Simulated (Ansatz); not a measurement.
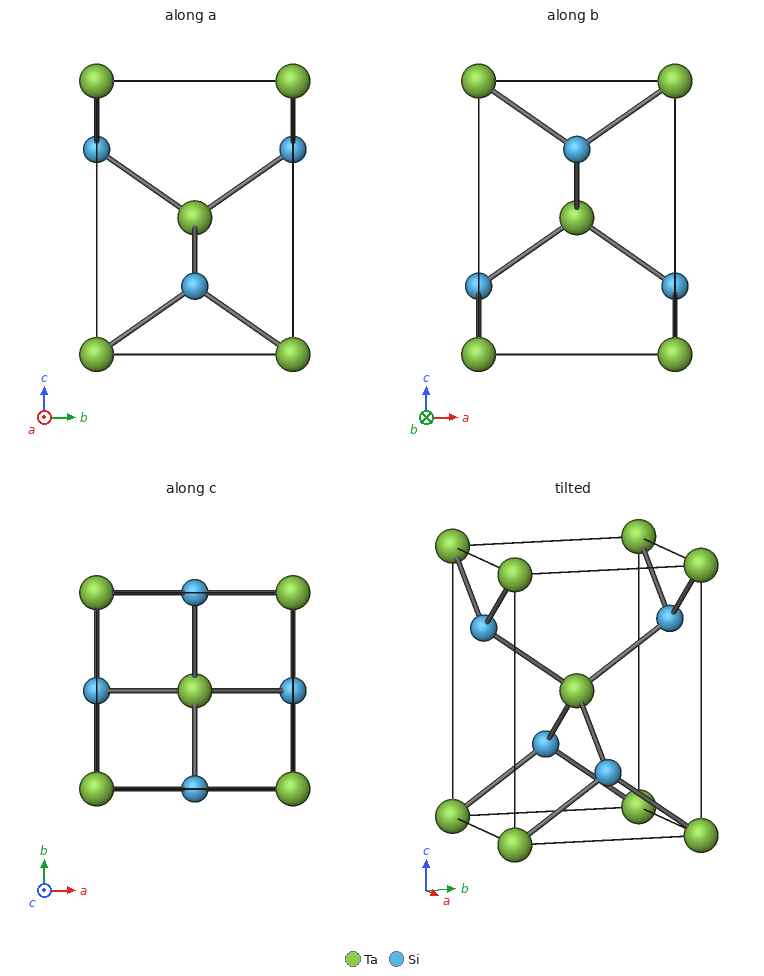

This ball-and-stick model is shown along the a axis, along the b axis, along the c axis and slightly off an axis. The edges of the conventional unit cell are marked.

Lattice parameters: a = 4.101 Å, b = 4.101 Å, c = 5.713 Å, α = 90.00°, β = 90.00°, γ = 90.00°. Put a along x and b in the xy plane.

Question: Convert the drawing into a POSCAR file.

Answer:
```
Ta Si
1.0
     4.101    0.000    0.000
     0.000    4.101    0.000
     0.000    0.000    5.713
Ta Si
2 2
Direct
  0.0000 0.0000 0.0000
  0.5000 0.5000 0.5000
  0.0000 0.5000 0.2500
  0.5000 0.0000 0.7500
```

The structure comes from a structure type filled with these elements by a generator (whether the compound takes this form wasn't checked). The cell was then strained or its atoms displaced on purpose. It went into a calculation with Ansatz.
